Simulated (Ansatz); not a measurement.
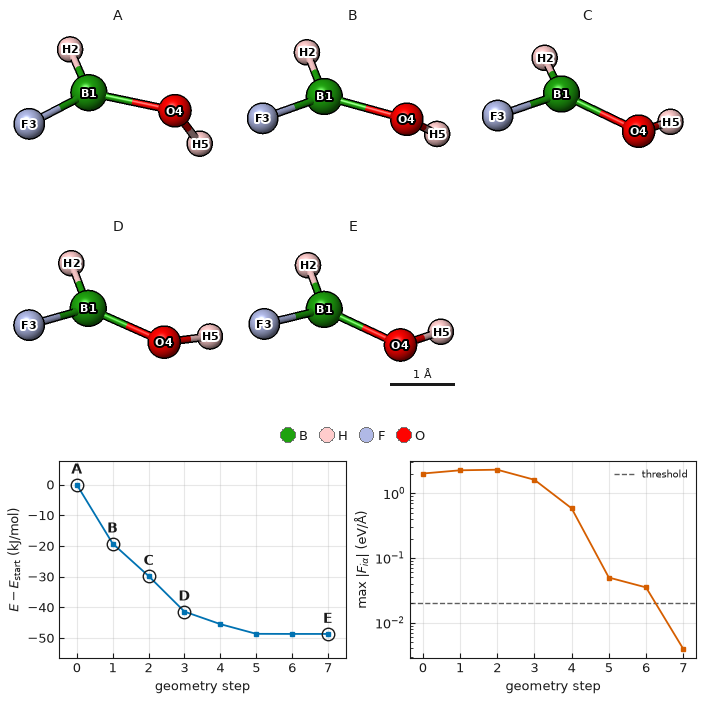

Frames of a relaxation of BH2OF, marked on the history of the run. Style: ball-and-stick. Shown from a free direction.

The run prepares the start of a later molecular dynamics calculation, from a guessed geometry.

Method: Ansatz 0.2.0, RKS PBE0-D4/def2-SVP.

Input
```yaml
crystal:
  periodic: [false, false, false]
  atoms:
    - { symbol: B, position_ang: [0.0, 0.0, 0.0] }
    - { symbol: H, position_ang: [0.0, 0.0, 1.19] }
    - { symbol: F, position_ang: [1.1431, 0.0, -0.66] }
    - { symbol: O, position_ang: [-1.2211, 0.0, -0.705] }
    - { symbol: H, position_ang: [-1.7308, -0.8467, -0.4965] }
basis:
  gaussian: { orbitals: def2-SVP }
hamiltonian:
  xc: pbe0
  dispersion: d4
relax:
  f_tol: 0.02
  max_steps: 40
```

Command:
```bash
ansatz run input.yaml --threads 1 --pin off --max-ram 2048MiB --backend cpu --events-out ev --progress --plain --runs-dir out
```

Question: Describe the path.

Answer: The energy falls by 48.7 kJ/mol in 7 geometry steps. Largest force component: 2 eV/Å at the start, 0.0039 eV/Å at the end. O4 moves most after the best rigid fit: 0.40 Å. By element the largest moves are O 0.40 Å, H 0.37 Å, F 0.20 Å, B 0.09 Å. Among the contacts that change: B1–O4 1.410 → 1.343 Å, O4–H5 1.010 → 0.961 Å, B1–H2 1.190 → 1.210 Å. Among the angles between lasting bonds that change: H2–B1–O4 120.0° → 123.6°, B1–O4–H5 109.5° → 113.0°, F3–B1–O4 120.0° → 117.4°. Groups turn about B1–O4 by about 65°. The run took 10 s on 1 thread of Intel(R) Xeon(R) Platinum 8375C CPU @ 2.90GHz (Ice Lake), on a shared host, peak memory 0.14 GiB. From step 0 to 1: H5 moves most (0.17 Å), energy −19.2 kJ/mol. From step 1 to 2: O4 moves most (0.19 Å), energy −10.6 kJ/mol. From step 2 to 3: H5 moves most (0.20 Å), energy −11.6 kJ/mol. From step 3 to 7: H5 moves most (0.10 Å), energy −7.29 kJ/mol.
